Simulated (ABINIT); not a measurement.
# AlBiTeSe2 (P4/mmm): zone-centre phonons, part 2 of 2

Which modes does AlBiTeSe2 (P4/mmm) have at the zone centre?

ABINIT 10.8.3; DFT LDA, scalar-relativistic, plane waves, HGH norm-conserving pseudopotentials.

So far. Step 4 (Relaxation): The volume changes by -0.1 % in this run and stands -4.5 % from the first cell. The relaxed cell has a = 4.760, c = 5.386 Å (conventional setting).

The structure was built from a prototype and need not be the compound's stable phase.

### Step 6. Linear response at Γ

At q = 0 one unit cell holds all displacements. The response is solved for single atoms along the cell's directions, and symmetry skips those that follow from others. The crystal is treated as a metal, which screens a static field, so no field response is asked.

Input file dfpt_gamma.abi:

```

# common to the responses
getwfk_filepath "gso_WFK"
kptopt 2
nqpt 1
qpt 0.0 0.0 0.0
asr 0
chneut 0

# displacements
rfphon 1
rfatpol 1 5
rfdir 1 1 1
tolvrs 1.0d-10
prtwf 0

# basis, mesh and filling
ecut 26.0
ecutsm 3.0
ixc 7
ngkpt 6 6 4
nshiftk 1
shiftk 0.0 0.0 0.0
istwfk *1
occopt 7
tsmear 0.01
nband 20
nstep 100
diemac 1000000.0
prtebands 0
prtgsr 0
useylm 1

# cell and atoms
acell 3*1.0 Angstrom
rprim 
    4.760004143 0.0 0.0
    0.0 4.760004143 0.0
    0.0 0.0 5.386304859
ntypat 4
znucl 83 13 34 52
natom 5
typat 1 2 3 3 4
xred 
    0.0 0.0 0.0
    0.5 0.5 0.5
    0.5 0.0 0.5
    0.0 0.5 0.5
    0.5 0.5 0.0
pp_dirpath "./pseudo"
pseudos "Bi.hgh, Al.hgh, Se.hgh, Te.hgh"
```

Launch:

```sh
$ OMP_NUM_THREADS=1 mpirun -n 4 abinit dfpt_gamma.abi > dfpt_gamma.log
```

Numbers of over 12 decimals in the logs are rounded to 6 here.

dfpt_gamma.abo, the main output file:

```text
[banners, grids, parts of the stress and lines that vanish by symmetry left out]
- input  file    -> dfpt_gamma.abi
- output file    -> dfpt_gamma.abo
- root for input  files -> dfpt_gammai
[...]
Symmetries : space group P4/m m m (#123); Bravais tP (primitive tetrag.)
[...]
nfft =       97200          nkpt =          76
[...]
== DATASET  1 ==================================================================
[...]
cutoff_energies: {ecut:  26.0, pawecutdg:  -1.0, }
[...]
Exchange-correlation functional for the present dataset will be:
  LDA: Perdew-Wang 92 LSD fit to Ceperley-Alder data - ixc=7
[...]
Perturbation : displacement of atom   1   along direction   1
[...]
-ETOT  1   50.791372199269     -9.696E+01 7.113E-01 2.134E+05
 ETOT  2  -1.125109     -5.192E+01 1.017E-01 2.261E+03
 ETOT  3  -1.724813     -5.997E-01 6.244E-02 1.969E+02
 ETOT  4  -1.767581     -4.277E-02 3.088E-03 1.503E+00
 ETOT  5  -1.767962     -3.809E-04 2.059E-03 1.355E-02
[...]
At SCF step   11       vres2   =  8.38E-11 < tolvrs=  1.00E-10 =>converged.
[...]
Perturbation : displacement of atom   1   along direction   3
[...]
-ETOT  1   121.68377443424     -7.286E+01 2.708E+00 6.195E+05
[...]
At SCF step   12       vres2   =  1.29E-12 < tolvrs=  1.00E-10 =>converged.
[...]
Perturbation : displacement of atom   2   along direction   1
[...]
-ETOT  1   48.013402727231     -1.197E+01 3.209E-01 1.422E+05
[...]
At SCF step   12       vres2   =  2.42E-12 < tolvrs=  1.00E-10 =>converged.
[...]
Perturbation : displacement of atom   2   along direction   3
[...]
-ETOT  1   80.486358136429      1.194E+01 1.848E+00 3.476E+05
[...]
At SCF step   12       vres2   =  3.51E-12 < tolvrs=  1.00E-10 =>converged.
[...]
Perturbation : displacement of atom   3   along direction   1
[...]
-ETOT  1   232.26418096686     -2.390E+02 3.591E+00 8.046E+05
[...]
Perturbation : displacement of atom   3   along direction   2
[...]
-ETOT  1   326.75502294838     -1.771E+02 2.160E+00 1.048E+06
[...]
Perturbation : displacement of atom   3   along direction   3
[...]
-ETOT  1   444.48168513519     -1.769E+02 3.056E+00 1.948E+06
[...]
Perturbation : displacement of atom   5   along direction   1
[...]
-ETOT  1   131.41247756495     -1.623E+02 1.620E+00 4.989E+05
[...]
At SCF step   12       vres2   =  2.48E-11 < tolvrs=  1.00E-10 =>converged.
[...]
Perturbation : displacement of atom   5   along direction   3
[...]
-ETOT  1   358.42132123493     -4.943E+01 2.876E+00 1.575E+06
[...]
ETOT 11   9.276490     -8.072E-12 5.430E-05 2.474E-10
 ETOT 12   9.276490     -7.731E-12 1.387E-05 8.224E-12
 At SCF step   12       vres2   =  8.22E-12 < tolvrs=  1.00E-10 =>converged.
[...]
Phonon wavevector (reduced coordinates) :  0.00000  0.00000  0.00000
 Phonon energies in Hartree :
[...]
Phonon frequencies in cm-1    :
- -9.309668E+01 -8.346686E+01 -8.346686E+01 -8.157719E+01 -5.622849E+01
- -5.622849E+01 -3.201360E+01  2.997008E-01  2.997019E-01  1.282931E+00
-  4.684681E+01  4.684681E+01  2.268073E+02  3.629147E+02  3.629147E+02
[...]
fcart      0.0000000000E+00  0.0000000000E+00  0.0000000000E+00
           strten      0.0000000000E+00  0.0000000000E+00  0.0000000000E+00
================================================================================
```

Elapsed: 7.6 min, on 4 MPI ranks of Arm Neoverse V1, shared host; 31 min of CPU time.

This step gave:

| Quantity | Value |
| --- | --- |
| largest acoustic frequency at the zone centre before the sum rule | 1.28 cm⁻¹ |
| highest optical zone-centre mode (no LO-TO term) | 362.9 cm⁻¹ |
| lowest optical zone-centre mode | -93.1 cm⁻¹ |

The acoustic modes at Γ come out as far as 1.3 cm⁻¹ from zero, where they should vanish, a small numerical error. The lowest optical mode is imaginary, 93i cm⁻¹, an instability at this level and on this k mesh.

### Step 7. Modes with the sum rule

anaddb reads the merged derivatives and imposes the acoustic sum rule.

Input file anaddb.abi:

```
ddb_filepath "gamma_DDB"
output_file "anaddb.abo"
outdata_prefix "anaddb"
asr 1
chneut 1
enunit 2
eivec 1
nph1l 1
qph1l 0.0 0.0 0.0 1.0
```

Input file mrgddb.in:

```
gamma_DDB
merged
2
dfpt_gammao_DDB
gso_DDB
```

Launch:

```sh
$ mrgddb < mrgddb.in > mrgddb.log
$ OMP_NUM_THREADS=1 anaddb anaddb.abi > anaddb.log
```

anaddb.abo, the main output file:

```text
-outvars_anaddb: echo values of input variables ----------------------

 Miscellaneous information :
      enunit         2
       eivec         1
         asr         1
 First list of wavevector (reduced coord.) :
       nph1l         1
       qph1l
                     0.00000000E+00  0.00000000E+00  0.00000000E+00    1.000E+00

================================================================================

 read the DDB information and perform some checks

  ==== Info on the Cryst% object ====
 Real(R)+Recip(G) space primitive vectors, cartesian coordinates (Bohr,Bohr^-1):
 R(1)=  8.9951042  0.0000000  0.0000000  G(1)=  0.1111716  0.0000000  0.0000000
 R(2)=  0.0000000  8.9951042  0.0000000  G(2)=  0.0000000  0.1111716  0.0000000
 R(3)=  0.0000000  0.0000000 10.1786410  G(3)=  0.0000000  0.0000000  0.0982449
 Unit cell volume ucvol=  8.2357318E+02 bohr^3
 Angles (23,13,12)=  9.00000000E+01  9.00000000E+01  9.00000000E+01 degrees
 Time-reversal symmetry is present
 Reduced atomic positions [iatom, xred, symbol]:
    1)    0.0000000  0.0000000  0.0000000  Bi
    2)    0.5000000  0.5000000  0.5000000  Al
    3)    0.5000000  0.0000000  0.5000000  Se
    4)    0.0000000  0.5000000  0.5000000  Se
    5)    0.5000000  0.5000000  0.0000000  Te

 DDB file with 3 blocks has been read.

================================================================================

 Treat the first list of vectors

  Phonon wavevector (reduced coordinates) :  0.00000  0.00000  0.00000
 Phonon energies in Hartree :
  -4.242743E-04 -3.802058E-04 -3.802058E-04 -3.718365E-04 -2.560884E-04
  -2.560884E-04 -1.459568E-04  0.000000E+00  0.000000E+00  1.063529E-08
   2.132940E-04  2.132940E-04  1.033378E-03  1.653554E-03  1.653554E-03
 Phonon energies in meV     :
- -1.154509E+01 -1.034593E+01 -1.034593E+01 -1.011819E+01 -6.968520E+00
- -6.968520E+00 -3.971687E+00  0.000000E+00  0.000000E+00  2.894009E-04
-  5.804027E+00  5.804027E+00  2.811964E+01  4.499551E+01  4.499551E+01
 Phonon frequencies in cm-1    :
- -9.311745E+01 -8.344552E+01 -8.344552E+01 -8.160868E+01 -5.620491E+01
- -5.620491E+01 -3.203382E+01  0.000000E+00  0.000000E+00  2.334175E-03
-  4.681263E+01  4.681263E+01  2.268002E+02  3.629132E+02  3.629132E+02
 Phonon frequencies in Thz     :
- -2.791591E+00 -2.501634E+00 -2.501634E+00 -2.446567E+00 -1.684981E+00
- -1.684981E+00 -9.603497E-01  0.000000E+00  0.000000E+00  6.997682E-05
-  1.403407E+00  1.403407E+00  6.799299E+00  1.087987E+01  1.087987E+01
 Phonon energies in Kelvin  :
- -1.339752E+02 -1.200595E+02 -1.200595E+02 -1.174167E+02 -8.086632E+01
- -8.086632E+01 -4.608951E+01  0.000000E+00  0.000000E+00  3.358357E-03
-  6.735293E+01  6.735293E+01  3.263149E+02  5.221512E+02  5.221512E+02

 Eigendisplacements
 (will be given, for each mode : in cartesian coordinates
   for each atom the real part of the displacement vector,
   then the imaginary part of the displacement vector - absolute values smaller than 1.0d-7 are set to zero)
  Mode number    1   Energy   -4.242743E-04
 Attention : low frequency mode.
   (Could be unstable or acoustic mode)
;  1  0.00000000E+00  0.00000000E+00  8.43806637E-04
;     0.00000000E+00  0.00000000E+00  0.00000000E+00
;  2  0.00000000E+00  0.00000000E+00  1.40345730E-03
;     0.00000000E+00  0.00000000E+00  0.00000000E+00
;  3  0.00000000E+00  0.00000000E+00 -1.47562077E-03
;     0.00000000E+00  0.00000000E+00  0.00000000E+00
;  4  0.00000000E+00  0.00000000E+00 -1.47562077E-03
;     0.00000000E+00  0.00000000E+00  0.00000000E+00
;  5  0.00000000E+00  0.00000000E+00  1.47459772E-04
;     0.00000000E+00  0.00000000E+00  0.00000000E+00
  Mode number    2   Energy   -3.802058E-04
 Attention : low frequency mode.
   (Could be unstable or acoustic mode)
-  1  0.00000000E+00 -1.00414958E-03  0.00000000E+00
-     0.00000000E+00  0.00000000E+00  0.00000000E+00
-  2  0.00000000E+00 -5.02040334E-04  0.00000000E+00
-     0.00000000E+00  0.00000000E+00  0.00000000E+00
-  3  0.00000000E+00 -9.81379852E-05  0.00000000E+00
-     0.00000000E+00  0.00000000E+00  0.00000000E+00
-  4  0.00000000E+00  1.86770837E-03  0.00000000E+00
-     0.00000000E+00  0.00000000E+00  0.00000000E+00
-  5  0.00000000E+00  6.55706004E-04  0.00000000E+00
-     0.00000000E+00  0.00000000E+00  0.00000000E+00
  Mode number    3   Energy   -3.802058E-04
 Attention : low frequency mode.
   (Could be unstable or acoustic mode)
-  1  1.00414958E-03  0.00000000E+00  0.00000000E+00
-     0.00000000E+00  0.00000000E+00  0.00000000E+00
-  2  5.02040334E-04  0.00000000E+00  0.00000000E+00
-     0.00000000E+00  0.00000000E+00  0.00000000E+00
-  3 -1.86770837E-03  0.00000000E+00  0.00000000E+00
-     0.00000000E+00  0.00000000E+00  0.00000000E+00
-  4  9.81379852E-05  0.00000000E+00  0.00000000E+00
-     0.00000000E+00  0.00000000E+00  0.00000000E+00
-  5 -6.55706004E-04  0.00000000E+00  0.00000000E+00
-     0.00000000E+00  0.00000000E+00  0.00000000E+00
  Mode number    4   Energy   -3.718365E-04
 Attention : low frequency mode.
   (Could be unstable or acoustic mode)
;  1  0.00000000E+00  0.00000000E+00  0.00000000E+00
;     0.00000000E+00  0.00000000E+00  0.00000000E+00
;  2  0.00000000E+00  0.00000000E+00  0.00000000E+00
;     0.00000000E+00  0.00000000E+00  0.00000000E+00
;  3  0.00000000E+00  0.00000000E+00  1.86380890E-03
;     0.00000000E+00  0.00000000E+00  0.00000000E+00
;  4  0.00000000E+00  0.00000000E+00 -1.86380890E-03
;     0.00000000E+00  0.00000000E+00  0.00000000E+00
;  5  0.00000000E+00  0.00000000E+00  0.00000000E+00
;     0.00000000E+00  0.00000000E+00  0.00000000E+00
  Mode number    5   Energy   -2.560884E-04
 Attention : low frequency mode.
   (Could be unstable or acoustic mode)
-  1  0.00000000E+00 -5.24278383E-04  0.00000000E+00
-     0.00000000E+00  0.00000000E+00  0.00000000E+00
-  2  0.00000000E+00  4.77400125E-04  0.00000000E+00
-     0.00000000E+00  0.00000000E+00  0.00000000E+00
-  3  0.00000000E+00  3.30173134E-04  0.00000000E+00
-     0.00000000E+00  0.00000000E+00  0.00000000E+00
-  4  0.00000000E+00 -1.53912983E-03  0.00000000E+00
-     0.00000000E+00  0.00000000E+00  0.00000000E+00
-  5  0.00000000E+00  1.50581631E-03  0.00000000E+00
-     0.00000000E+00  0.00000000E+00  0.00000000E+00
  Mode number    6   Energy   -2.560884E-04
 Attention : low frequency mode.
   (Could be unstable or acoustic mode)
-  1  5.24278383E-04  0.00000000E+00  0.00000000E+00
-     0.00000000E+00  0.00000000E+00  0.00000000E+00
-  2 -4.77400125E-04  0.00000000E+00  0.00000000E+00
-     0.00000000E+00  0.00000000E+00  0.00000000E+00
-  3  1.53912983E-03  0.00000000E+00  0.00000000E+00
-     0.00000000E+00  0.00000000E+00  0.00000000E+00
-  4 -3.30173134E-04  0.00000000E+00  0.00000000E+00
-     0.00000000E+00  0.00000000E+00  0.00000000E+00
-  5 -1.50581631E-03  0.00000000E+00  0.00000000E+00
-     0.00000000E+00  0.00000000E+00  0.00000000E+00
  Mode number    7   Energy   -1.459568E-04
 Attention : low frequency mode.
   (Could be unstable or acoustic mode)
;  1  0.00000000E+00  0.00000000E+00  9.27931161E-04
;     0.00000000E+00  0.00000000E+00  0.00000000E+00
;  2  0.00000000E+00  0.00000000E+00 -2.37615557E-03
;     0.00000000E+00  0.00000000E+00  0.00000000E+00
;  3  0.00000000E+00  0.00000000E+00  2.12684825E-04
;     0.00000000E+00  0.00000000E+00  0.00000000E+00
;  4  0.00000000E+00  0.00000000E+00  2.12684825E-04
;     0.00000000E+00  0.00000000E+00  0.00000000E+00
;  5  0.00000000E+00  0.00000000E+00 -1.28028116E-03
;     0.00000000E+00  0.00000000E+00  0.00000000E+00
  Mode number    8   Energy    0.000000E+00
 Attention : low frequency mode.
   (Could be unstable or acoustic mode)
-  1  0.00000000E+00  1.02565276E-03  0.00000000E+00
-     0.00000000E+00  0.00000000E+00  0.00000000E+00
-  2  0.00000000E+00  1.02565248E-03  0.00000000E+00
-     0.00000000E+00  0.00000000E+00  0.00000000E+00
-  3  0.00000000E+00  1.02565254E-03  0.00000000E+00
-     0.00000000E+00  0.00000000E+00  0.00000000E+00
-  4  0.00000000E+00  1.02565284E-03  0.00000000E+00
-     0.00000000E+00  0.00000000E+00  0.00000000E+00
-  5  0.00000000E+00  1.02565264E-03  0.00000000E+00
-     0.00000000E+00  0.00000000E+00  0.00000000E+00
  Mode number    9   Energy    0.000000E+00
 Attention : low frequency mode.
   (Could be unstable or acoustic mode)
-  1  1.02565276E-03  0.00000000E+00  0.00000000E+00
-     0.00000000E+00  0.00000000E+00  0.00000000E+00
-  2  1.02565248E-03  0.00000000E+00  0.00000000E+00
-     0.00000000E+00  0.00000000E+00  0.00000000E+00
-  3  1.02565284E-03  0.00000000E+00  0.00000000E+00
-     0.00000000E+00  0.00000000E+00  0.00000000E+00
-  4  1.02565254E-03  0.00000000E+00  0.00000000E+00
-     0.00000000E+00  0.00000000E+00  0.00000000E+00
-  5  1.02565264E-03  0.00000000E+00  0.00000000E+00
-     0.00000000E+00  0.00000000E+00  0.00000000E+00
  Mode number   10   Energy    1.063529E-08
 Attention : low frequency mode.
   (Could be unstable or acoustic mode)
-  1  0.00000000E+00  0.00000000E+00  1.02561214E-03
-     0.00000000E+00  0.00000000E+00  0.00000000E+00
-  2  0.00000000E+00  0.00000000E+00  1.02581263E-03
-     0.00000000E+00  0.00000000E+00  0.00000000E+00
-  3  0.00000000E+00  0.00000000E+00  1.02561999E-03
-     0.00000000E+00  0.00000000E+00  0.00000000E+00
-  4  0.00000000E+00  0.00000000E+00  1.02561999E-03
-     0.00000000E+00  0.00000000E+00  0.00000000E+00
-  5  0.00000000E+00  0.00000000E+00  1.02572577E-03
-     0.00000000E+00  0.00000000E+00  0.00000000E+00
  Mode number   11   Energy    2.132940E-04
-  1  0.00000000E+00  5.38406619E-04  0.00000000E+00
-     0.00000000E+00  0.00000000E+00  0.00000000E+00
-  2  0.00000000E+00 -2.41755181E-03  0.00000000E+00
-     0.00000000E+00  0.00000000E+00  0.00000000E+00
-  3  0.00000000E+00 -1.81874918E-03  0.00000000E+00
-     0.00000000E+00  0.00000000E+00  0.00000000E+00
-  4  0.00000000E+00  3.11779451E-05  0.00000000E+00
-     0.00000000E+00  0.00000000E+00  0.00000000E+00
-  5  0.00000000E+00  7.35575562E-04  0.00000000E+00
-     0.00000000E+00  0.00000000E+00  0.00000000E+00
  Mode number   12   Energy    2.132940E-04
-  1  5.38406619E-04  0.00000000E+00  0.00000000E+00
-     0.00000000E+00  0.00000000E+00  0.00000000E+00
-  2 -2.41755181E-03  0.00000000E+00  0.00000000E+00
-     0.00000000E+00  0.00000000E+00  0.00000000E+00
-  3  3.11779451E-05  0.00000000E+00  0.00000000E+00
-     0.00000000E+00  0.00000000E+00  0.00000000E+00
-  4 -1.81874918E-03  0.00000000E+00  0.00000000E+00
-     0.00000000E+00  0.00000000E+00  0.00000000E+00
-  5  7.35575562E-04  0.00000000E+00  0.00000000E+00
-     0.00000000E+00  0.00000000E+00  0.00000000E+00
  Mode number   13   Energy    1.033378E-03
;  1  0.00000000E+00  0.00000000E+00  9.20112844E-06
;     0.00000000E+00  0.00000000E+00  0.00000000E+00
;  2  0.00000000E+00  0.00000000E+00 -3.41519791E-03
;     0.00000000E+00  0.00000000E+00  0.00000000E+00
;  3  0.00000000E+00  0.00000000E+00 -4.46313527E-04
;     0.00000000E+00  0.00000000E+00  0.00000000E+00
;  4  0.00000000E+00  0.00000000E+00 -4.46313527E-04
;     0.00000000E+00  0.00000000E+00  0.00000000E+00
;  5  0.00000000E+00  0.00000000E+00  1.25945941E-03
;     0.00000000E+00  0.00000000E+00  0.00000000E+00
  Mode number   14   Energy    1.653554E-03
-  1  0.00000000E+00  1.15866586E-06  0.00000000E+00
-     0.00000000E+00  0.00000000E+00  0.00000000E+00
-  2  0.00000000E+00 -3.59933339E-03  0.00000000E+00
-     0.00000000E+00  0.00000000E+00  0.00000000E+00
-  3  0.00000000E+00  1.57134024E-03  0.00000000E+00
-     0.00000000E+00  0.00000000E+00  0.00000000E+00
-  4  0.00000000E+00 -1.93329307E-04  0.00000000E+00
-     0.00000000E+00  0.00000000E+00  0.00000000E+00
-  5  0.00000000E+00 -9.35292124E-05  0.00000000E+00
-     0.00000000E+00  0.00000000E+00  0.00000000E+00
  Mode number   15   Energy    1.653554E-03
-  1  1.15866586E-06  0.00000000E+00  0.00000000E+00
-     0.00000000E+00  0.00000000E+00  0.00000000E+00
-  2 -3.59933339E-03  0.00000000E+00  0.00000000E+00
-     0.00000000E+00  0.00000000E+00  0.00000000E+00
-  3 -1.93329307E-04  0.00000000E+00  0.00000000E+00
-     0.00000000E+00  0.00000000E+00  0.00000000E+00
-  4  1.57134024E-03  0.00000000E+00  0.00000000E+00
-     0.00000000E+00  0.00000000E+00  0.00000000E+00
-  5 -9.35292124E-05  0.00000000E+00  0.00000000E+00
-     0.00000000E+00  0.00000000E+00  0.00000000E+00

 Analysis of degeneracies and characters (maximum tolerance=1.00E-06 a.u.)
 For each vibration mode, or group of modes if degenerate,
 the characters are given for each symmetry operation (see the list in the log file).
 Symmetry characters of vibration mode #   1
  1.0 -1.0 -1.0  1.0  1.0 -1.0 -1.0  1.0  1.0 -1.0 -1.0  1.0  1.0 -1.0 -1.0  1.0
 Symmetry characters of vibration mode #   2
        degenerate with vibration mode #   3
  2.0 -2.0  0.0  0.0 -2.0  2.0  0.0  0.0  0.0 -0.0  0.0 -0.0 -0.0  0.0 -0.0  0.0
 Symmetry characters of vibration mode #   4
  1.0 -1.0 -1.0  1.0  1.0 -1.0 -1.0  1.0 -1.0  1.0  1.0 -1.0 -1.0  1.0  1.0 -1.0
 Symmetry characters of vibration mode #   5
        degenerate with vibration mode #   6
  2.0 -2.0 -0.0  0.0 -2.0  2.0  0.0 -0.0  0.0 -0.0  0.0 -0.0 -0.0  0.0 -0.0  0.0
 Symmetry characters of vibration mode #   7
  1.0 -1.0 -1.0  1.0  1.0 -1.0 -1.0  1.0  1.0 -1.0 -1.0  1.0  1.0 -1.0 -1.0  1.0
 Symmetry characters of vibration mode #   8
       degenerate with vibration modes #   9 to   10
  3.0 -3.0 -1.0  1.0 -1.0  1.0 -1.0  1.0  1.0 -1.0 -1.0  1.0  1.0 -1.0 -1.0  1.0
 Symmetry characters of vibration mode #  11
        degenerate with vibration mode #  12
  2.0 -2.0  0.0  0.0 -2.0  2.0  0.0  0.0  0.0 -0.0 -0.0  0.0 -0.0  0.0  0.0 -0.0
 Symmetry characters of vibration mode #  13
  1.0 -1.0 -1.0  1.0  1.0 -1.0 -1.0  1.0  1.0 -1.0 -1.0  1.0  1.0 -1.0 -1.0  1.0
 Symmetry characters of vibration mode #  14
        degenerate with vibration mode #  15
  2.0 -2.0  0.0 -0.0 -2.0  2.0 -0.0  0.0 -0.0  0.0  0.0 -0.0  0.0 -0.0 -0.0  0.0
-
```

The job ended after 0.5 s (1 thread).

This step gave:

```yaml
lowest_optical_zone_centre_mode: -93.12 cm⁻¹
```

No LO-TO term; unit eigenvectors of the mass-weighted matrix, from anaddb's displacements. The modes at Γ (shares of kinetic energy by element, %) (negative means imaginary):

```csv
mode,frequency (cm⁻¹),Bi %,Al %,Se %,Te %
1,-93.1,27,10,63,1
2,-83.4,38,1,50,10
3,-83.4,38,1,50,10
4,-81.6,0,0,100,0
5,-56.2,10,1,36,53
6,-56.2,10,1,36,53
7,-32.0,33,28,1,38
8,0.0,40,5,30,24
9,0.0,40,5,30,24
10,0.0,40,5,30,24
11,46.8,11,29,48,13
12,46.8,11,29,48,13
13,226.8,0,57,6,37
14,362.9,0,64,36,0
15,362.9,0,64,36,0
```

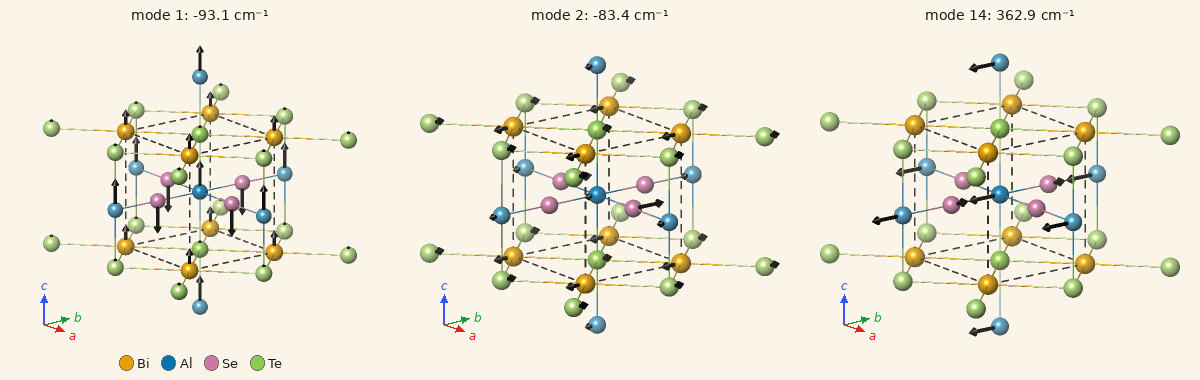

Displacement patterns of modes 1, 2 and 14 at Γ; arrows are exaggerated. Some periodic images of atoms are drawn too.

The rule moves no optical mode by more than 0.1 cm⁻¹.

### Step 8. Results

```json
{
  "space group after relaxation": "P4/mmm",
  "volume per atom": "24.4 Å³",
  "highest optical zone-centre mode (no LO-TO term)": "362.9 cm⁻¹",
  "lowest optical zone-centre mode": "-93.1 cm⁻¹",
  "imaginary optical modes at the zone centre (no q mesh in this session)": "yes"
}
```

**Reading.** At the LDA level the optical modes of AlBiTeSe2 (P4/mmm) at the zone centre run from 93i to 363 cm⁻¹, so the structure is a saddle point, with 7 modes beyond 10i cm⁻¹ there. These are harmonic frequencies at zero temperature: anharmonic shifts and linewidths and thermal expansion are left out. Spin-orbit coupling is left out, which can matter for the heavy elements here. The HGH files keep few electrons and have no core correction, which is cheap but rough for Bi. In a metal the frequencies hang on the k mesh and the smearing, most of all near Kohn anomalies. The structure is a hypothetical one, built on a prototype.

[Host names and launcher messages were left out of these logs when they were recorded.]

[Logs are printed without paths, hosts, clocks, repeated set-up lines and the standing remarks that a program may print on its own settings, such as how far it seeks lower states.]

[Hosts, paths, dates, database ids (printed as entryN), source tags and the programs' standing remarks are cut or masked in the printed files.]
